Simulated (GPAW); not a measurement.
## F (C2/m): G0W0 on several meshes in GPAW

How does the mesh move the gap of F (C2/m)?

Main program and level: GPAW 26.7.0; LDA and many-body steps on it, plane waves.

## (1) The structure

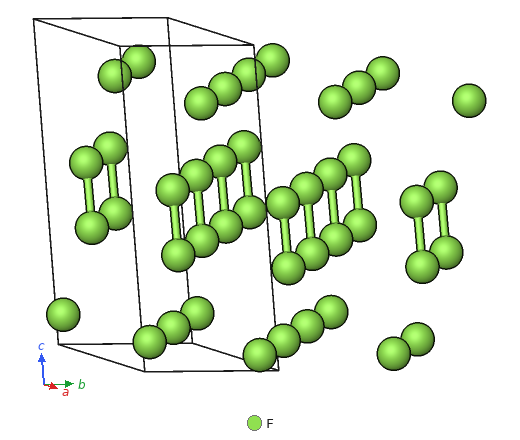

The starting structure, seen slightly off an axis (fluorine green). 2×2×1 cells are drawn. This picture shows the conventional cell, with its axes. Bonds to atoms that aren't drawn are left out. Some periodic images of atoms are drawn too.

Coordinates:

```cif
data_structure
_symmetry_space_group_name_H-M 'P 1'
_symmetry_Int_Tables_number 1
_cell_length_a 3.0541
_cell_length_b 3.0541
_cell_length_c 7.0473
_cell_angle_alpha 105.012
_cell_angle_beta 105.012
_cell_angle_gamma 59.579
_cell_volume 54.10
loop_
_atom_site_label
_atom_site_type_symbol
_atom_site_fract_x
_atom_site_fract_y
_atom_site_fract_z
_atom_site_occupancy
F1 F 0.50450 0.50450 0.40085 1
F2 F 0.08536 0.08536 0.09860 1
F3 F 0.49550 0.49550 0.59915 1
F4 F 0.91464 0.91464 0.90140 1
```

The cell and positions are those that the Materials Project relaxed with its own functionals (PBE, PBE+U or r2SCAN), kept fixed.

## (2) Empty states on the mesh, 4×4×2 mesh, 192 bands

This step: GPAW 26.7.0; DFT, LDA, plane waves, PAW.

The sums over transitions need many empty states on a uniform mesh; this step solves for them.

Contents of run.py:

```python
import json
import numpy as np
from gpaw.mpi import world
from gpaw import GPAW

calc = GPAW('gs.gpw').fixed_density(kpts={'size': (4, 4, 2), 'gamma': True},
    parallel={'domain': 1, 'band': 1},
    txt='nscf.txt')
calc.diagonalize_full_hamiltonian(nbands=192)
calc.write('full.gpw', mode='all')
res = {}
kpts = calc.get_ibz_k_points()
res['kpts'] = kpts
res['eigenvalues'] = [calc.get_eigenvalues(kpt=k) for k in range(len(kpts))]
res['n_electrons'] = calc.get_number_of_electrons()

if world.rank == 0:
    with open('result.json', 'w') as f:
        json.dump(res, f, default=lambda x: x.tolist())
```

Launch:

```bash
> mpirun -n 4 gpaw python run.py
```

Numbers of over 12 decimals in the logs are rounded to 6 here.

The log of the run:

```text
Diagonalizing LCAO Hamiltonian
Converting LCAO to pw mode
convergence criteria:
- Maximum integral of absolute [eigenst]ate change: 4e-08 eV^2 / valence electron
maximum number of iterations: 100

SCF iterations
|iter     |     time |      energy | eigst |  dens |
|iter:   1|  |             | +2.24 |       |
|iter:   2|  |             | +0.79 |       |
|iter:   3|  |             | -0.32 |       |
[...]
|iter:   9|  |             | -5.57 |       |
|iter:  10|  |             | -6.66 |       |
|iter:  11|  |             | -7.55c|       |
SCF steps: 11
  __  _  _
 | _ |_)|_||  |
 |__||  | ||/\| - 26.7.0

Input parameters:
  mode=PW(ecut=600.0),
  convergence={'density': 1e-06, 'bands': -3},
  gpts=array([18, 18, 40]),
  kpts=MonkhorstPack(size=(4, 4, 2), gamma=True),
  maxiter=100,
  nbands=22,
  occupations=Occupations(name='fermi-dirac', width=0.001, fixmagmom=False),
  parallel={'domain': 1, 'band': 1},
  xc=XC(name='LDA')
Matrix size: 1806x1806
# Writing to full.gpw (mode='all')
  [... matrices ...]

timing:  # [seconds]
  Total: 25.236  # ━━━━━━━━━━━━━━━━━━━━━━━━━━━━━━━━━━━━━━━━━━━━━━━━━━━━━━━━━━
```

Run time: 31 s. Hardware: 4 MPI ranks of Arm Neoverse V1, shared host; peak memory 1.7 GiB.

Numbers from this step:

- gap: 2.329 eV
- k of the valence top: 0.5, 0.5, 0
- k of the conduction bottom: 0, 0, 0
- least direct gap: 2.405 eV
- k points computed: 14
- lowest point of the top converged band, above the valence top: 126.1263 eV

On this mesh the gap is 2.329 eV.

## (3) 4×4×2

G0W0 replaces the xc potential by the self-energy, built once from these orbitals. Only a window of levels is corrected, while the sums run over the empty bands that the input names.

This step: G0W0 on LDA, plane waves, PAW.

Contents of run.py:

```python
import json
import numpy as np
from gpaw.mpi import world
from gpaw.response.g0w0 import G0W0

gw = G0W0('full.gpw',
    filename='gw',
    kpts=[0, 12],
    bands=(12, 16),
    ecut=78,
    nbands=84,
    integrate_gamma='WS',
    ppa=True)
gw.calculate()
res = {mode: {k: v for k, v in r.items() if k != 'sigma_eskwn'}
       for mode, r in gw.all_results.items()}

if world.rank == 0:
    with open('result.json', 'w') as f:
        json.dump(res, f, default=lambda x: x.tolist())
```

Launch:

```bash
> mpirun -n 4 gpaw python run.py
```

The log of the run:

```text
Using integrator: PointIntegrator
FrequencyGridDescriptor(from 0.000+0.000j to 0.000+27.211j eV, 2 points)
Nonperiodic BCs:  [False False False]
Using integrator: PointIntegrator
FrequencyGridDescriptor(from 0.000+0.000j to 0.000+27.211j eV, 2 points)
Nonperiodic BCs:  [False False False]
  ___  _ _ _
 |   || | | |
 | | || | | |
 |__ ||_____|
 |___|

BZ k-points: Symmetries present (total): 4

  [... matrices ...]
32 k-points: 4 x 4 x 2 Monkhorst-Pack grid + [1/8,1/8,1/4]
14 k-points in the irreducible part of the Brillouin zone
       k-points in crystal coordinates                weights
   0:     0.00000000    0.00000000    0.00000000          1/32
   1:     0.00000000    0.00000000    0.50000000          1/32
   2:     0.25000000   -0.25000000    0.00000000          2/32
   3:     0.25000000   -0.25000000    0.50000000          2/32
   4:     0.25000000    0.00000000    0.00000000          4/32
   5:     0.25000000    0.00000000    0.50000000          4/32
   6:     0.25000000    0.25000000    0.00000000          2/32
   7:     0.25000000    0.25000000    0.50000000          2/32
   8:     0.50000000    0.00000000    0.00000000          2/32
   9:     0.50000000    0.00000000    0.50000000          2/32
          ...
  13:     0.50000000    0.50000000    0.50000000          1/32

Distributing spins, k-points and bands (1 x 2 x 4) over 4 processes
Number of blocks: 1

Quasi particle states:
k-points (IBZ indices): [0, 12]
Band range: (12, 16)
  [... matrices ...]
Computational parameters:
Plane wave cut-off: 78 eV
Number of bands: 84
Coulomb cutoff: None
Broadening: 0.1 eV

fxc modes: GW
Kernel: RPA
Using Godby-Needs plasmon-pole approximation:
  Fitting energy: i*E0, E0 = 1.000 Hartree
Summing all q:

Calculating screened Coulomb potential
No Coulomb truncation
FrequencyGridDescriptor(from 0.000+0.000j to 0.000+27.211j eV, 2 points)
Removing empty qpoint cache files...

Calculating chi0 body with:
    Ground state adapter containing:
    Number of spins: 1
    Number of kpoints: 32
    Number of irreducible kpoints: 14
    Number of completely occupied states: 14
    Number of partially occupied states: 14
    Occupied states memory: 2.7685546875 M / cpu

    Linear response parametrization:
    q_c: [0.0, 0.0, 0.0]
    Number of frequency points: 2
    Planewave cutoff: 78.0
    Number of bands: 84
    Number of planewaves: 79
    Broadening (eta): 1e-06
    comm.size: 4
    kncomm.size: 4
    blockcomm.size: 1

    Memory estimate of potentially large arrays:
        chi0_wGG: 0.190460 M / cpu
Integrating chi0 body.

Symmetries of q_c:
    Direct symmetries (Uq -> q): 4
    Indirect symmetries (TUq -> q): 0
In total 4 allowed symmetries.

  [... matrices ...]
14 groups of equivalent kpoints. 56.25% reduction.

Integral kind: response function
Integrating chi0 head and wings.

Symmetries of q_c:
    Direct symmetries (Uq -> q): 4
    Indirect symmetries (TUq -> q): 0
In total 4 allowed symmetries.

  [... matrices ...]
14 groups of equivalent kpoints. 56.25% reduction.

Integral kind: response function wings

Calculating chi0 body with:
    Ground state adapter containing:
    Number of spins: 1
    Number of kpoints: 32
    Number of irreducible kpoints: 14
    Number of completely occupied states: 14
    Number of partially occupied states: 14
    Occupied states memory: 2.7685546875 M / cpu

    Linear response parametrization:
[... the further q-points ...]

Results:
f:      Occupation numbers
eps:     KS-eigenvalues [eV]
vxc:     KS vxc [eV]
exx:     Exact exchange [eV]
sigma:   Self-energies [eV]
dsigma:  Self-energy derivatives
Z:       Renormalization factors
qp:      QP-energies [eV]

k-point 0 (0): (0.000, 0.000, 0.000)                GW
band       f     eps     vxc     exx   sigma  dsigma       Z      qp
                                                                   GW
  12   1.000  -3.857 -25.378 -33.899   5.421  -0.242   0.805  -6.353
  13   1.000  -3.701 -25.579 -34.033   5.411  -0.240   0.806  -6.155
  14   0.000  -1.296 -24.112 -16.441  -2.673  -0.215   0.823   2.816
  15   0.000  -0.043 -26.607 -17.717  -3.068  -0.252   0.799   4.608

k-point 1 (12): (0.500, 0.500, 0.000)                GW
band       f     eps     vxc     exx   sigma  dsigma       Z      qp
                                                                   GW
  12   1.000  -4.076 -24.938 -33.476   5.400  -0.245   0.803  -6.598
  13   1.000  -3.625 -25.717 -34.179   5.421  -0.239   0.807  -6.079
  14   0.000  -0.663 -25.441 -17.174  -2.827  -0.232   0.812   3.753
  15   0.000  -0.528 -25.783 -17.403  -2.853  -0.236   0.809   3.945
```

It took 27 s on 4 MPI ranks; peak memory 0.88 GiB; 1.8 min of CPU time.

This step gave:

```yaml
g0w0_gap_on_the_points_computed: 8.895 eV
least_direct_g0w0_gap_on_the_computed_points: 8.971 eV
z_at_the_valence_top: 0.8069
z_at_the_conduction_bottom: 0.8228
starting_gap_on_the_mesh: 2.329 eV
k_of_the_valence_top: 0.5, 0.5, 0
k_of_the_conduction_bottom: 0, 0, 0
```

The gap on the mesh goes from 2.33 eV to 8.90 eV, a correction of +6.57 eV.

## (4) Empty states on the mesh, 4×4×1 mesh, 94 bands

This step: DFT, LDA, plane waves, PAW.

Contents of run.py:

```python
import json
import numpy as np
from gpaw.mpi import world
from gpaw import GPAW

calc = GPAW('gs.gpw').fixed_density(kpts={'size': (4, 4, 1), 'gamma': True},
    nbands=109,
    convergence={'bands': 94},
    txt='nscf.txt')
calc.write('full.gpw', mode='all')
res = {}
kpts = calc.get_ibz_k_points()
res['kpts'] = kpts
res['eigenvalues'] = [calc.get_eigenvalues(kpt=k) for k in range(len(kpts))]
res['n_electrons'] = calc.get_number_of_electrons()

if world.rank == 0:
    with open('result.json', 'w') as f:
        json.dump(res, f, default=lambda x: x.tolist())
```

Launch:

```bash
> mpirun -n 4 gpaw python run.py
```

The log of the run:

```text
Diagonalizing LCAO Hamiltonian
Converting LCAO to pw mode
convergence criteria:
- Maximum integral of absolute [eigenst]ate change: 4e-08 eV^2 / valence electron
maximum number of iterations: 100

SCF iterations
|iter     |     time |      energy | eigst |  dens |
|iter:   1|  |             | +4.09 |       |
|iter:   2|  |             | +2.85 |       |
|iter:   3|  |             | +1.69 |       |
[...]
|iter:  14|  |             | -7.08 |       |
|iter:  15|  |             | -7.38 |       |
|iter:  16|  |             | -7.71c|       |
SCF steps: 16
  __  _  _
 | _ |_)|_||  |
 |__||  | ||/\| - 26.7.0

Input parameters:
  mode=PW(ecut=600.0),
  convergence={'bands': 94},
  gpts=array([18, 18, 40]),
  kpts=MonkhorstPack(size=(4, 4, 1), gamma=True),
  maxiter=100,
  nbands=109,
  occupations=Occupations(name='fermi-dirac', width=0.001, fixmagmom=False),
  parallel={},
  xc=XC(name='LDA')
# Writing to full.gpw (mode='all')
  [... matrices ...]

timing:  # [seconds]
  Total: 0.033  # ━━━━━━━━━━━━━━━━━━━━━━━━━━━━━━━━━━━━━━━━━━━━━━━━━━━━━━━━━━━
```

The job ended after 15 s (4 MPI ranks; peak memory 0.71 GiB).

This step gave:

```yaml
gap: 2.329 eV
k_of_the_valence_top: 0.5, 0.5, 0
k_of_the_conduction_bottom: 0, 0, 0
least_direct_gap: 2.405 eV
k_points_computed: 7
lowest_point_of_the_top_converged_band_above_the_valence_top: 74.5745 eV
```

On this mesh the gap is 2.329 eV.

## (5) 4×4×1

This step: G0W0 on LDA, plane waves, PAW.

Contents of run.py:

```python
import json
import numpy as np
from gpaw.mpi import world
from gpaw.response.g0w0 import G0W0

gw = G0W0('full.gpw',
    filename='gw',
    kpts=[0, 6],
    bands=(12, 16),
    ecut=78,
    nbands=84,
    integrate_gamma='WS',
    ppa=True)
gw.calculate()
res = {mode: {k: v for k, v in r.items() if k != 'sigma_eskwn'}
       for mode, r in gw.all_results.items()}

if world.rank == 0:
    with open('result.json', 'w') as f:
        json.dump(res, f, default=lambda x: x.tolist())
```

Launch:

```bash
> mpirun -n 4 gpaw python run.py
```

The log of the run:

```text
Using integrator: PointIntegrator
FrequencyGridDescriptor(from 0.000+0.000j to 0.000+27.211j eV, 2 points)
Nonperiodic BCs:  [False False False]
Using integrator: PointIntegrator
FrequencyGridDescriptor(from 0.000+0.000j to 0.000+27.211j eV, 2 points)
Nonperiodic BCs:  [False False False]
  ___  _ _ _
 |   || | | |
 | | || | | |
 |__ ||_____|
 |___|

BZ k-points: Symmetries present (total): 4

  [... matrices ...]
16 k-points: 4 x 4 x 1 Monkhorst-Pack grid + [1/8,1/8,0.000000]
7 k-points in the irreducible part of the Brillouin zone
       k-points in crystal coordinates                weights
   0:     0.00000000    0.00000000    0.00000000          1/16
   1:     0.25000000   -0.25000000    0.00000000          2/16
   2:     0.25000000    0.00000000    0.00000000          4/16
   3:     0.25000000    0.25000000    0.00000000          2/16
   4:     0.50000000    0.00000000    0.00000000          2/16
   5:     0.50000000    0.25000000    0.00000000          4/16
   6:     0.50000000    0.50000000    0.00000000          1/16

Distributing spins, k-points and bands (1 x 2 x 4) over 4 processes
Number of blocks: 1

Quasi particle states:
k-points (IBZ indices): [0, 6]
Band range: (12, 16)
  [... matrices ...]
Computational parameters:
Plane wave cut-off: 78 eV
Number of bands: 84
Coulomb cutoff: None
Broadening: 0.1 eV

fxc modes: GW
Kernel: RPA
Using Godby-Needs plasmon-pole approximation:
  Fitting energy: i*E0, E0 = 1.000 Hartree
Summing all q:

Calculating screened Coulomb potential
No Coulomb truncation
FrequencyGridDescriptor(from 0.000+0.000j to 0.000+27.211j eV, 2 points)
Removing empty qpoint cache files...

Calculating chi0 body with:
    Ground state adapter containing:
    Number of spins: 1
    Number of kpoints: 16
    Number of irreducible kpoints: 7
[...]
Number of frequency points: 2
    Planewave cutoff: 78.0
    Number of bands: 84
    Number of planewaves: 79
    Broadening (eta): 1e-06
    comm.size: 4
    kncomm.size: 4
    blockcomm.size: 1

    Memory estimate of potentially large arrays:
        chi0_wGG: 0.190460 M / cpu
Integrating chi0 body.

Symmetries of q_c:
    Direct symmetries (Uq -> q): 4
    Indirect symmetries (TUq -> q): 0
In total 4 allowed symmetries.

  [... matrices ...]
7 groups of equivalent kpoints. 56.25% reduction.

Integral kind: response function
Integrating chi0 head and wings.

Symmetries of q_c:
    Direct symmetries (Uq -> q): 4
    Indirect symmetries (TUq -> q): 0
In total 4 allowed symmetries.

  [... matrices ...]
7 groups of equivalent kpoints. 56.25% reduction.

Integral kind: response function wings

Calculating chi0 body with:
    Ground state adapter containing:
    Number of spins: 1
    Number of kpoints: 16
    Number of irreducible kpoints: 7
    Number of completely occupied states: 14
    Number of partially occupied states: 14
    Occupied states memory: 2.7685546875 M / cpu

    Linear response parametrization:
[... the further q-points ...]

Results:
f:      Occupation numbers
eps:     KS-eigenvalues [eV]
vxc:     KS vxc [eV]
exx:     Exact exchange [eV]
sigma:   Self-energies [eV]
dsigma:  Self-energy derivatives
Z:       Renormalization factors
qp:      QP-energies [eV]

k-point 0 (0): (0.000, 0.000, 0.000)                GW
band       f     eps     vxc     exx   sigma  dsigma       Z      qp
                                                                   GW
  12   1.000  -3.857 -25.378 -33.868   5.460  -0.242   0.805  -6.297
  13   1.000  -3.701 -25.579 -33.989   5.440  -0.240   0.807  -6.097
  14   0.000  -1.296 -24.112 -16.416  -2.762  -0.217   0.822   2.759
[...]
k-point 1 (6): (0.500, 0.500, 0.000)                GW
band       f     eps     vxc     exx   sigma  dsigma       Z      qp
                                                                   GW
[...]
14   0.000  -0.663 -25.441 -17.148  -2.913  -0.232   0.812   3.706
  15   0.000  -0.528 -25.783 -17.416  -2.897  -0.234   0.811   3.906
```

Wall time 11 s (4 MPI ranks); peak memory 0.8 GiB.

This step gave:

| Property | Result |
| --- | --- |
| G0W0 gap on the points computed | 8.780 eV |
| least direct G0W0 gap on the computed points | 8.856 eV |
| Z at the valence top | 0.8067 |
| Z at the conduction bottom | 0.8219 |
| starting gap on the mesh | 2.329 eV |
| k of the valence top | 0.5, 0.5, 0 |
| k of the conduction bottom | 0, 0, 0 |

Against G0W0 in GPAW (4×4×2 mesh, 84 bands, screening to 78 eV, Godby-Needs plasmon pole), the gap moves by −0.115 eV.

## (6) The runs together

Times are wall times on 4 MPI ranks of Arm Neoverse V1, shared host, good to a factor of about two.

```tsv
run	mesh	bands	screening cutoff (eV)	DFT gap (eV)	gap on the mesh (eV)	direct (eV)	time
4×4×2	4×4×2	84	78	2.329	8.895	8.971	27 s
4×4×1	4×4×1	84	78	2.329	8.780	8.856	11 s
```

## (7) Summary of results

| Property | Result |
| --- | --- |
| 4×4×2 | 8.895 eV |
| 4×4×1 | 8.780 eV |
| known limits | not at the basis limit; coarse k mesh |

What this shows: 4×4×1: −0.115 eV against 4×4×2. Bands and cutoff are finite, so the gap is not at the basis limit. The miss can reach some tenths of an eV and take either sign; the mesh is an error of its own. These stock PAW sets were not made for GW. In the G0W0 runs levels were corrected at 2 k points alone, so a gap called «on the mesh» is the least over those, and an edge elsewhere would be missed. The 4×4×2 mesh is coarse for this cell, which bears on the long-range parts of exchange and screening. Mesh or cutoff lie under what a gap needs, so these runs test behaviour and cost; their gaps are not to be quoted.

[Paths, hosts, dates, memory and timing lines, banners, echoed tables and standing remarks are left out of the program output.]

[Logs are printed without paths, hosts, clocks, repeated set-up lines and the standing remarks that a program may print on its own settings, such as how far it seeks lower states.]

[Runs of the session that timed out or met a known fault of the program may be left out.]

[Hosts, paths, dates, database ids (printed as entryN), source tags and the programs' standing remarks are cut or masked in the printed files.]
